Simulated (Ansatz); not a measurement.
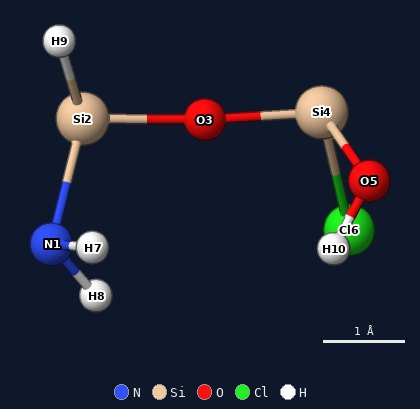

Figure 1. The structure as given in the input (ball-and-stick view, seen at a tilt; atoms are numbered from 1 in the order of the input). Bond lengths as drawn: Cl–Si 2.14 Å, H–N 1.02 to 1.03 Å, H–O 0.95 Å, H–Si 1.48 Å, N–Si 1.73 Å and O–Si 1.45 to 1.69 Å.

# Geometry relaxation, with input and output: Si$_{2}$NH$_{4}$ClO$_{2}$ (part 1 of 2)

- system: Si$_{2}$NH$_{4}$ClO$_{2}$
- method: RKS PBE/def2-SVP (Ansatz 0.2.0)

It belongs to a series of runs on one base structure; here: end point A relaxed. Figures and captions count atoms from 1; the log counts them from 0 in places.

### The input
```yaml
crystal:
  periodic: [false, false, false]
  atoms:
    - { symbol: "N", position_ang: [0.521, -1.8344, 0.4917] }
    - { symbol: Si, position_ang: [0.9531, -0.3725, 1.3139] }
    - { symbol: O, position_ang: [0.1702, 0.7138, 0.5946] }
    - { symbol: Si, position_ang: [-0.4791, 1.8081, -0.1037] }
    - { symbol: O, position_ang: [-0.4827, 1.3809, -1.7363] }
    - { symbol: Cl, position_ang: [-2.5107, 1.3549, 0.3927] }
    - { symbol: H, position_ang: [0.8053, -1.6792, -0.4798] }
    - { symbol: H, position_ang: [-0.506, -1.7624, 0.4362] }
    - { symbol: H, position_ang: [2.3703, -0.1367, 0.9617] }
    - { symbol: H, position_ang: [-0.7582, 0.4764, -1.8679] }
basis:
  gaussian: { orbitals: def2-SVP }
hamiltonian:
  xc: pbe
relax:
  f_tol: 0.015
  max_steps: 40
output:
  orbitals: {}
```

Command:
```bash
ansatz run input.yaml --threads 2 --pin off --max-ram 3072MiB --backend cpu --events-out ev --progress --plain --runs-dir out
```

### Output
```
The last accepted step is kept in [file] (removed where the run ends without a failure and the disk answers)
Engine: ansatz 0.2.0, aarch64-unknown-linux-gnu
Functional definition: PBE
  parameter kappa = 0.804
  parameter beta = 0.06672455060314922
  exchange = pbe_x(kappa = kappa, mu = beta*pi^2/3)
  correlation = pbe_c(beta = beta)
1277 factors; their error is unknown
mean field evaluation 1: about -33874.2130 eV, gradient 1.0e2 eV
mean field evaluation 2: about -33639.0575 eV, gradient 2.5e2 eV
mean field evaluation 4: about -33885.4480 eV, gradient 3.7e1 eV
mean field evaluation 8: about -33887.7966 eV, gradient 2.7e1 eV
mean field evaluation 16: about -33894.3491 eV, gradient 9.6e-3 eV
mean field -33894.25708831 eV, -1245.5909736427 hartree, gradient 2.1e-5 eV, S^2 0.000000; 1 other end points of the search recorded, 0 dependent functions left out
the calculation of the forces begins
reference -33894.25712401 eV, -1245.5909749546 hartree; 36, 36 occupied and 80, 80 virtual orbitals, 1277 factors
relax step   1: F+E_penalty+E_count = -33894.25708831 eV  Δ(F+E_penalty+E_count) = +0.000e0 eV  max|allowed force component| = 8.099e0 eV/Å  Δτ_max = 0.0000 Å  (85 SCF iters, accepted)
these checks for a lower state are left out or cut short: starts, cluster_reference, orbital_swaps, neighbouring_geometries, increment
1277 factors; their error is unknown
mean field evaluation 32: about -33895.7483 eV, gradient 3.8e-5 eV
mean field -33895.74828558 eV, -1245.6457741315 hartree, gradient 2.6e-5 eV, S^2 0.000000; 1 other end points of the search recorded, 0 dependent functions left out
[... from here on the field's lines of each further geometry are left out, up to the last ...]
relax step   2: F+E_penalty+E_count = -33895.74828558 eV  Δ(F+E_penalty+E_count) = -1.491e0 eV  max|allowed force component| = 3.825e0 eV/Å  Δτ_max = 0.1949 Å  (81 SCF iters, accepted)
relax step   3: F+E_penalty+E_count = -33896.51318505 eV  Δ(F+E_penalty+E_count) = -7.649e-1 eV  max|allowed force component| = 1.664e0 eV/Å  Δτ_max = 0.1947 Å  (83 SCF iters, accepted)
relax step   4: F+E_penalty+E_count = -33896.90740868 eV  Δ(F+E_penalty+E_count) = -3.942e-1 eV  max|allowed force component| = 9.759e-1 eV/Å  Δτ_max = 0.1999 Å  (77 SCF iters, accepted)
relax step   5: F+E_penalty+E_count = -33897.14893475 eV  Δ(F+E_penalty+E_count) = -2.415e-1 eV  max|allowed force component| = 9.281e-1 eV/Å  Δτ_max = 0.1945 Å  (75 SCF iters, accepted)
relax step   6: F+E_penalty+E_count = -33897.24641742 eV  Δ(F+E_penalty+E_count) = -9.748e-2 eV  max|allowed force component| = 6.699e-1 eV/Å  Δτ_max = 0.1055 Å  (71 SCF iters, accepted)
relax step   7: F+E_penalty+E_count = -33897.34189117 eV  Δ(F+E_penalty+E_count) = -9.547e-2 eV  max|allowed force component| = 5.474e-1 eV/Å  Δτ_max = 0.1998 Å  (61 SCF iters, accepted)
relax step   8: F+E_penalty+E_count = -33897.43767703 eV  Δ(F+E_penalty+E_count) = -9.579e-2 eV  max|allowed force component| = 1.022e0 eV/Å  Δτ_max = 0.1952 Å  (39 SCF iters, accepted)
relax step   9: F+E_penalty+E_count = -33897.48828079 eV  Δ(F+E_penalty+E_count) = -5.060e-2 eV  max|allowed force component| = 1.515e0 eV/Å  Δτ_max = 0.1931 Å  (39 SCF iters, accepted)
relax step  10: F+E_penalty+E_count = -33897.58360085 eV  Δ(F+E_penalty+E_count) = -9.532e-2 eV  max|allowed force component| = 1.164e0 eV/Å  Δτ_max = 0.1606 Å  (33 SCF iters, accepted)
relax step  11: F+E_penalty+E_count = -33897.67305249 eV  Δ(F+E_penalty+E_count) = -8.945e-2 eV  max|allowed force component| = 5.841e-1 eV/Å  Δτ_max = 0.2000 Å  (32 SCF iters, accepted)
relax step  12: F+E_penalty+E_count = -33897.74922714 eV  Δ(F+E_penalty+E_count) = -7.617e-2 eV  max|allowed force component| = 3.276e-1 eV/Å  Δτ_max = 0.1950 Å  (33 SCF iters, accepted)
relax step  13: F+E_penalty+E_count = -33897.80120310 eV  Δ(F+E_penalty+E_count) = -5.198e-2 eV  max|allowed force component| = 3.659e-1 eV/Å  Δτ_max = 0.1951 Å  (38 SCF iters, accepted)
relax step  14: F+E_penalty+E_count = -33897.82678619 eV  Δ(F+E_penalty+E_count) = -2.558e-2 eV  max|allowed force component| = 4.952e-1 eV/Å  Δτ_max = 0.1920 Å  (36 SCF iters, accepted)
relax step  15: F+E_penalty+E_count = -33897.85286127 eV  Δ(F+E_penalty+E_count) = -2.608e-2 eV  max|allowed force component| = 8.170e-1 eV/Å  Δτ_max = 0.1637 Å  (30 SCF iters, accepted)
relax step  16: F+E_penalty+E_count = -33897.86645481 eV  Δ(F+E_penalty+E_count) = -1.359e-2 eV  max|allowed force component| = 3.513e-1 eV/Å  Δτ_max = 0.0872 Å  (31 SCF iters, accepted)
relax step  17: F+E_penalty+E_count = -33897.87151834 eV  Δ(F+E_penalty+E_count) = -5.064e-3 eV  max|allowed force component| = 8.560e-2 eV/Å  Δτ_max = 0.0526 Å  (31 SCF iters, accepted)
relax step  18: F+E_penalty+E_count = -33897.87403038 eV  Δ(F+E_penalty+E_count) = -2.512e-3 eV  max|allowed force component| = 4.504e-2 eV/Å  Δτ_max = 0.0207 Å  (30 SCF iters, accepted)
relax step  19: F+E_penalty+E_count = -33897.87460673 eV  Δ(F+E_penalty+E_count) = -5.763e-4 eV  max|allowed force component| = 7.453e-2 eV/Å  Δτ_max = 0.0311 Å  (31 SCF iters, accepted)
relax step  20: F+E_penalty+E_count = -33897.87524685 eV  Δ(F+E_penalty+E_count) = -6.401e-4 eV  max|allowed force component| = 3.187e-2 eV/Å  Δτ_max = 0.0096 Å  (32 SCF iters, accepted)
relax step  21: F+E_penalty+E_count = -33897.87540172 eV  Δ(F+E_penalty+E_count) = -1.549e-4 eV  max|allowed force component| = 2.695e-2 eV/Å  Δτ_max = 0.0067 Å  (32 SCF iters, accepted)
relax step  22: F+E_penalty+E_count = -33897.87577326 eV  Δ(F+E_penalty+E_count) = -3.715e-4 eV  max|allowed force component| = 2.914e-2 eV/Å  Δτ_max = 0.0315 Å  (31 SCF iters, accepted)
relax step  23: F+E_penalty+E_count = -33897.87586209 eV  Δ(F+E_penalty+E_count) = -8.884e-5 eV  max|allowed force component| = 1.853e-2 eV/Å  Δτ_max = 0.0155 Å  (32 SCF iters, accepted)
the calculation of the forces begins
reference -33897.87594595 eV, -1245.7239642083 hartree; 36, 36 occupied and 80, 80 virtual orbitals, 1277 factors
relax step  24: F+E_penalty+E_count = -33897.87590901 eV  Δ(F+E_penalty+E_count) = -4.692e-5 eV  max|allowed force component| = 9.177e-3 eV/Å  Δτ_max = 0.0088 Å  (32 SCF iters, accepted)
1277 factors; their error is unknown
mean field evaluation 256: about -33897.8759 eV, gradient 8.0e-5 eV
```

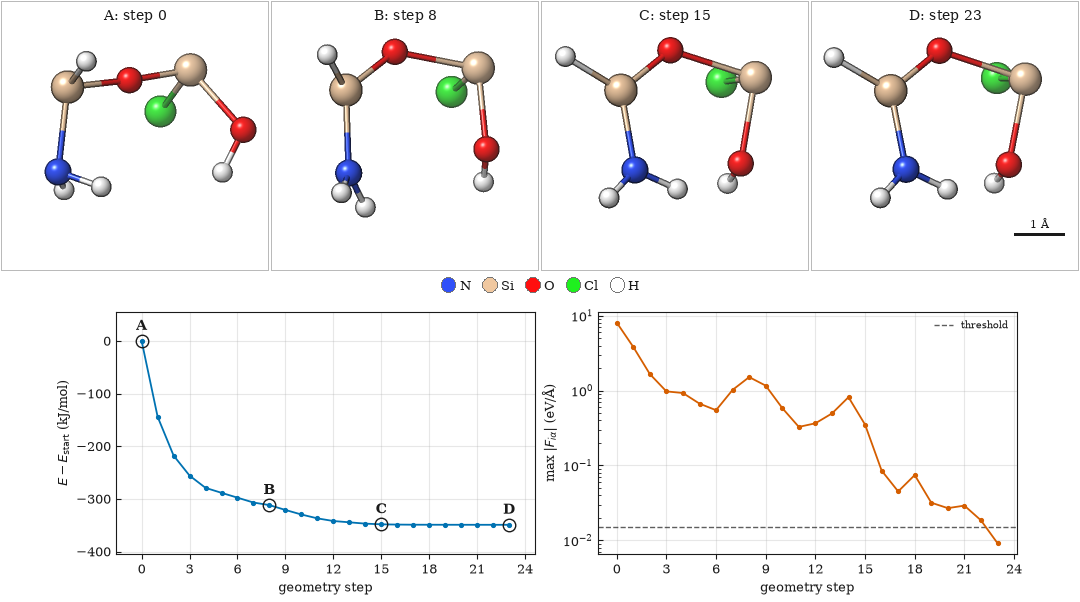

Figure 2. Frames of the relaxation (ball-and-stick view, seen at a tilt) above the curves, on which the letters mark them (the first geometry is step 0 here and step 1 in the log).

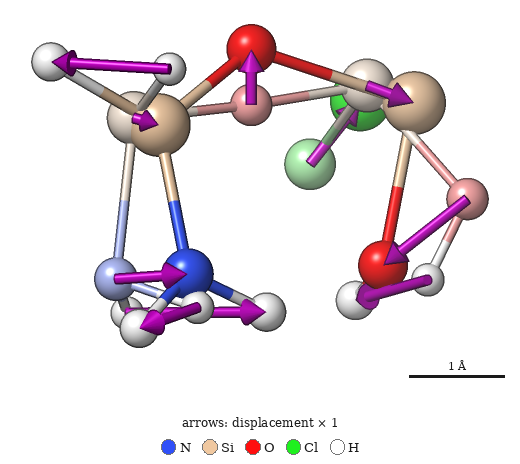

Figure 3. Start (faint) and end (solid) with the displacements as pink arrows, at true length (ball-and-stick view, seen at a tilt). The two geometries are laid on each other by the best rigid fit. The energy falls by 349.2 kJ/mol in 23 geometry steps. Largest force component: 8.1 eV/Å at the start, 0.0092 eV/Å at the end. The largest move after the best rigid fit is that of H8, 1.69 Å. By element the largest moves are H 1.69 Å, O 1.15 Å, Cl 0.87 Å, N 0.84 Å, Si 0.54 Å. Among the contacts that change: O3–Si4 1.451 → 1.926 Å, Si4–O5 1.688 → 1.769 Å, Si2–O3 1.520 → 1.588 Å, N1–Si2 1.732 → 1.676 Å. Among the angles that change: Si2–O3–Si4 175.5° → 126.9°, Si2–N1–H7 104.7° → 128.3°, N1–Si2–O3 104.5° → 122.1°. (Atoms are counted from 1 in the order of the input.)

```
mean field -33897.87590901 eV, -1245.7239628506 hartree, gradient 2.3e-5 eV, S^2 0.000000; 1 other end points of the search recorded, 0 dependent functions left out
the calculation of the forces begins
reference -33897.87594595 eV, -1245.7239642083 hartree; 36, 36 occupied and 80, 80 virtual orbitals, 1277 factors
Total energy: -33897.87594595 eV, -1245.7239642083 hartree
Atom 0 at     0.831976    -1.447985    -0.156911 Å, force    -0.003051    -0.009177    -0.008026 eV/Å
Atom 1 at     1.029793    -0.272228     1.020709 Å, force     0.002533     0.001057     0.000746 eV/Å
Atom 2 at     0.416473     1.185286     0.870468 Å, force    -0.001945    -0.004807    -0.002701 eV/Å
Atom 3 at    -0.471424     1.913653    -0.675479 Å, force    -0.008648     0.000895     0.002451 eV/Å
Atom 4 at    -0.913829     0.335691    -1.341303 Å, force     0.007508    -0.002975     0.000332 eV/Å
Atom 5 at    -2.380118     2.227815     0.345929 Å, force     0.006401     0.001334    -0.001217 eV/Å
Atom 6 at     1.246378    -2.380403    -0.196804 Å, force     0.002792     0.004463     0.005578 eV/Å
Atom 7 at     0.189767    -1.141269    -0.922488 Å, force    -0.002832     0.008387     0.001971 eV/Å
Atom 8 at     1.968245    -0.608640     2.127163 Å, force    -0.000284     0.000488     0.000873 eV/Å
Atom 9 at    -1.834062     0.136980    -1.068186 Å, force    -0.002473     0.000335    -0.000005 eV/Å
Dipole moment:     0.754308    -1.363873     0.332369 e Å
```

### Trajectory as extended XYZ (Å, eV, eV/Å), 24 frames, from step=1 to step=24
```
10
Properties=species:S:1:pos:R:3:forces:R:3 step=1 energy=-33894.25709
N     0.5210   -1.8344    0.4917   -0.5601  -0.3146   0.0343
Si    0.9531   -0.3725    1.3139    3.4009  -4.9809   2.7081
O     0.1702    0.7138    0.5946    2.3846  -2.8021   3.8330
Si   -0.4791    1.8081   -0.1037   -6.1896   8.0992  -6.5795
O    -0.4827    1.3809   -1.7363    0.6983   1.3934  -0.1014
Cl   -2.5107    1.3549    0.3927   -0.2943   0.4498   0.4000
H     0.8053   -1.6792   -0.4798    0.4663  -0.4698  -0.5148
H    -0.5060   -1.7624    0.4362   -0.1474  -0.4907   0.0870
H     2.3703   -0.1367    0.9617    0.7356   0.1622   0.4408
H    -0.7582    0.4764   -1.8679   -0.4943  -1.0465  -0.3074
10
Properties=species:S:1:pos:R:3:forces:R:3 step=2 energy=-33895.74829
N     0.5445   -1.8974    0.5142   -0.0453   0.1554  -0.4021
Si    1.0087   -0.4059    1.3002    1.5368  -2.6384   0.9991
O     0.1551    0.7239    0.5920    1.2686  -0.8313   2.3836
Si   -0.5910    1.8448   -0.1567   -3.1369   3.8251  -3.3287
O    -0.4804    1.4553   -1.8001   -0.0603   0.2673   0.1293
Cl   -2.6149    1.4969    0.4762    0.1835   0.2229   0.0082
H     0.8570   -1.8296   -0.4731    0.1717  -0.4928   0.0996
H    -0.4878   -1.8632    0.4590    0.1162  -0.2984   0.0949
H     2.4675   -0.1189    1.0622    0.1361  -0.0207   0.2457
H    -0.7753    0.5430   -1.9708   -0.1704  -0.1890  -0.2296
10
Properties=species:S:1:pos:R:3:forces:R:3 step=3 energy=-33896.51319
N     0.5883   -1.9373    0.4952    0.2370   0.4637  -0.6438
Si    1.0250   -0.4412    1.3154   -0.0457  -0.7010  -0.6513
O     0.1623    0.7937    0.6292    0.8448  -0.1441   1.6635
Si   -0.6400    1.9522   -0.2187   -0.8436   0.7553  -1.4059
O    -0.5649    1.4732   -1.8454   -0.2142  -0.2677   0.1907
Cl   -2.6343    1.6502    0.4775    0.0203   0.1501   0.0218
H     0.9763   -1.9832   -0.4790   -0.0938  -0.3249   0.6874
H    -0.4431   -1.9650    0.4063    0.2753  -0.1642   0.0493
H     2.5157   -0.1517    1.2091   -0.1833  -0.1088   0.1696
H    -0.9022    0.5580   -1.9865    0.0031   0.3416  -0.0813
10
Properties=species:S:1:pos:R:3:forces:R:3 step=4 energy=-33896.90741
N     0.6388   -1.9032    0.4087    0.0000   0.3206  -0.1341
Si    0.9913   -0.4427    1.2893    0.0597  -0.2353  -0.5408
O     0.1996    0.8968    0.7137    0.2720   0.1624   0.9759
Si   -0.6424    1.9778   -0.2866   -0.0986   0.4369  -0.3174
O    -0.6250    1.3855   -1.8606   -0.2284  -0.4957  -0.0199
Cl   -2.6127    1.8242    0.5115    0.0146   0.0114  -0.0587
H     1.0923   -2.0759   -0.5019    0.1035  -0.2100   0.2235
H    -0.3774   -2.0240    0.3090    0.0796  -0.1665  -0.0651
H     2.4873   -0.2055    1.3996   -0.1995  -0.0710   0.0427
H    -1.0686    0.5160   -1.9796   -0.0029   0.2472  -0.1060
10
Properties=species:S:1:pos:R:3:forces:R:3 step=5 energy=-33897.14893
N     0.6554   -1.8495    0.3177    0.0633  -0.2052  -0.8467
Si    0.9566   -0.4239    1.2396    0.1264   0.7441  -0.4060
O     0.2329    1.0383    0.8429    0.2122  -0.5133   0.2796
Si   -0.6113    2.0381   -0.3311    0.1293  -0.0353   0.1024
O    -0.6529    1.2713   -1.8375   -0.4499  -0.8638   0.0854
Cl   -2.5786    1.9293    0.4980   -0.0328   0.0015  -0.0928
H     1.2271   -2.2038   -0.4917   -0.3747   0.2664   0.9281
H    -0.3398   -2.0890    0.1859    0.3082   0.0145  -0.0497
H     2.4463   -0.2450    1.5232   -0.3671  -0.1311  -0.0926
H    -1.2526    0.4831   -1.9439    0.3852   0.7222   0.0922
10
Properties=species:S:1:pos:R:3:forces:R:3 step=6 energy=-33897.24642
N     0.6451   -1.8146    0.2745    0.0093  -0.0645  -0.5428
Si    0.9519   -0.4044    1.2145    0.1716   0.5227  -0.2787
O     0.2436    1.0677    0.8795    0.0999  -0.4844   0.2014
Si   -0.5932    2.0358   -0.3342    0.0513   0.2186   0.2040
O    -0.6314    1.1879   -1.7921   -0.3115  -0.6699   0.0368
Cl   -2.5902    1.9529    0.4513    0.0662  -0.0333  -0.0887
H     1.2614   -2.2163   -0.4644   -0.2525   0.1947   0.6392
H    -0.3411   -2.0521    0.1004    0.2209   0.0119  -0.0497
H     2.4340   -0.2679    1.5246   -0.2856  -0.1049  -0.0945
H    -1.2969    0.4599   -1.8511    0.2303   0.4093  -0.0270
10
Properties=species:S:1:pos:R:3:forces:R:3 step=7 energy=-33897.34189
N     0.6144   -1.7369    0.2039    0.0554  -0.0340  -0.3099
Si    0.9453   -0.3751    1.2041   -0.0222   0.5474  -0.4930
O     0.2392    1.1038    0.9366    0.2036  -0.5082   0.2370
Si   -0.5771    2.0487   -0.3402    0.0721  -0.2341  -0.0089
O    -0.5859    1.0177   -1.6978   -0.2531  -0.2722   0.1675
Cl   -2.5843    1.9868    0.4214   -0.0029  -0.0171  -0.0761
H     1.2813   -2.1881   -0.4511   -0.2174   0.1598   0.5104
H    -0.3580   -1.9608   -0.0404    0.1753   0.0716  -0.0193
H     2.4232   -0.3043    1.5177   -0.1971  -0.0631  -0.0347
H    -1.3147    0.3571   -1.7512    0.1863   0.3500   0.0271
10
Properties=species:S:1:pos:R:3:forces:R:3 step=8 energy=-33897.43768
N     0.5952   -1.6678    0.1388    0.7044  -0.4107  -0.3922
Si    0.9857   -0.3270    1.1319   -0.2517   0.2238  -0.1763
O     0.2539    1.1344    1.0147    0.1983  -0.5617   0.1353
Si   -0.5616    2.0308   -0.3240    0.0648   0.1137  -0.3914
O    -0.5570    0.8677   -1.6008   -1.0222  -0.5119   0.2828
Cl   -2.6124    1.9931    0.3422   -0.0021  -0.1177  -0.0025
H     1.3276   -2.2524   -0.3430   -0.8436   0.5158   0.6068
H    -0.3606   -1.8465   -0.1986    0.3367   0.1247  -0.0203
H     2.4372   -0.3532    1.5263   -0.1048  -0.0218  -0.1108
H    -1.4248    0.3700   -1.6843    0.9204   0.6458   0.0687
10
Properties=species:S:1:pos:R:3:forces:R:3 step=9 energy=-33897.48828
N     0.6288   -1.6471    0.1146    0.1956  -0.6168  -0.4266
Si    0.9471   -0.3258    1.1388    0.2352   0.2511  -0.3822
O     0.2501    1.1334    1.0124    0.2412  -0.2769   0.2163
Si   -0.5005    2.0568   -0.3653   -0.2643  -0.3660  -0.1937
O    -0.6090    0.7650   -1.5134   -1.3278  -0.4514  -0.2080
Cl   -2.5538    1.9621    0.3035   -0.2009   0.1668   0.1007
H     1.3738   -2.3085   -0.2168   -0.7890   0.5590   0.4253
H    -0.2843   -1.7692   -0.3583    0.5378   0.1304   0.1081
H     2.4016   -0.3732    1.5193   -0.1423  -0.0155   0.1238
H    -1.5707    0.4555   -1.6317    1.5145   0.6192   0.2363
```
